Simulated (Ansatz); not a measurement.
Consider O2W.

Input

```
crystal:
  periodic: [false, false, false]
  atoms:
    - {symbol: W, position_ang: [0.482370, 0.099010, -0.495134]}
    - {symbol: O, position_ang: [-0.941435, 0.981170, -0.228524]}
    - {symbol: O, position_ang: [0.459065, -1.080190, 0.723658]}
basis:
  gaussian: {orbitals: def2-TZVP, initial_orbitals: start.molden}
hamiltonian: {xc: pbe0, dispersion: d4}
output: {orbitals: {seedname: orbitals}}
```

Launched as:

```sh
ansatz run in.yaml --threads 4 --pin off --events-out ev --progress --plain --max-ram 3916MiB
```

Geometry: PBE-D4/def2-TZVP; core potentials replace the inner electrons of W.

Theory: Ansatz, RKS PBE0-D4/def2-TZVP.

Q: What will maps of the electron density and electron localisation function show?

A: W–O (1.70 Å): the density is about 1.9 e/Å³ at the midpoint; the ELF peaks at about 0.80 in the valence shell of O, 0.5 Å from its nucleus, and drops to about 0.40 between the two atoms.

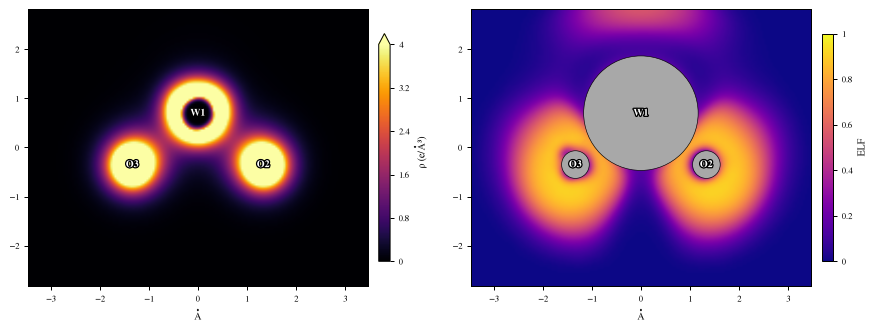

Computed electron density and electron localisation function on the molecular plane, in this order. Grey discs cover the atomic cores in the ELF map. 
